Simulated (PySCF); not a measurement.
Ionisation energy of neutral calcium ([Ar] 4s² → [Ar] 4s). PySCF, aug-cc-pVTZ-X2C, spin-free X2C-1e, unrestricted single determinants, no spin-orbit coupling. Methods marked “valence” freeze 18 core electrons.

By method:

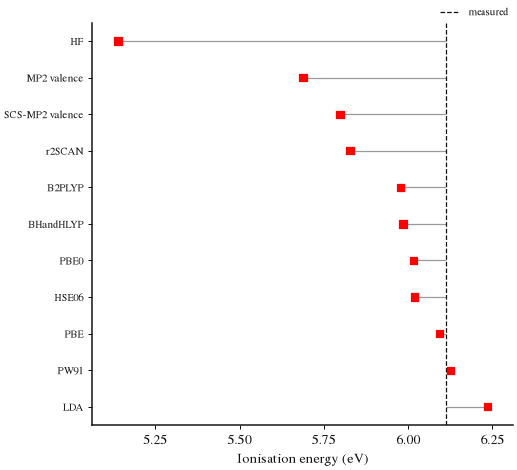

```csv
Method,Ionisation energy (eV)
HF,5.14
LDA,6.24
PBE,6.09
PBE0,6.02
r2SCAN,5.83
HSE06,6.02
B2PLYP,5.98
BHandHLYP,5.98
PW91,6.13
MP2 valence,5.69
SCS-MP2 valence,5.80
```

The values run from 5.14 eV (HF) to 6.24 eV (LDA). The measured value is 6.11 eV; nearest to it come PW91 (+0.01) and PBE (−0.02), furthest HF (−0.97 eV).
